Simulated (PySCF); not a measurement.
Vertical excitations of a molecule C₂H₃ClF₂Si from PySCF with TDDFT-PBE/def2-SVPD, as energy in eV (oscillator strength): 5.76 (0.011), 6.14 (0.133), 6.48 (0.116), 6.73 (0.004), 6.85 (0.002), 7.19 (0.004), 7.31 (0.017), 7.44 (0.010), 7.60 (0.005), 7.70 (0.002). Lowest triplet (TDA): 4.23 eV. Geometry optimised at PBE0-D3(BJ)/def2-SVP. Other conformers were not sampled.

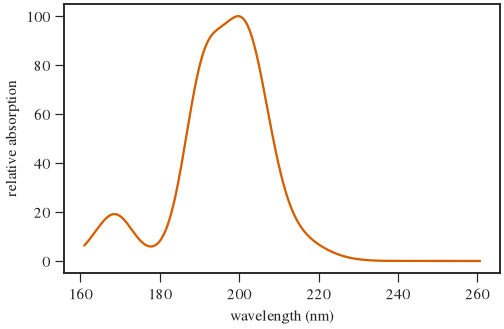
Figure: The lines broadened by 0.4 eV.

Which structure fits?
(A) C=C[Si](F)(F)Cl
(B) F/C=C\[Si@H](F)Cl
(C) C=C(Cl)[SiH](F)F
(D) C=C(F)[Si@@H](F)Cl

B, F/C=C\[Si@H](F)Cl
